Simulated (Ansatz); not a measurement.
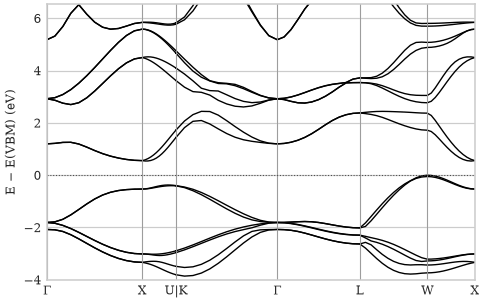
Figure. Band structure from PBEsol with spin–orbit coupling in the plane-wave PAW code Ansatz

Question: Read off the gap and where the band edges lie.

Answer: About 0.5 eV (0.54 eV by a search for the band edges); maximum at W, minimum on the W–X line, 92 % of the way from W.

The material is PbS (zinc blende, F-43m).

The start of the workflow was typed in or built on a structure type; neither database checked (COD, Materials Project) lists it. It is not the phase usual at ambient conditions (space group No. 225). Symmetry was held in the PBEsol relaxation. At this level the phase is mechanically unstable.

Potentials: the earlier of the program's two PAW sets. The files were generated under PBE; for other functionals the program regenerates the frozen cores, and for LDA and PBEsol the local potential too.
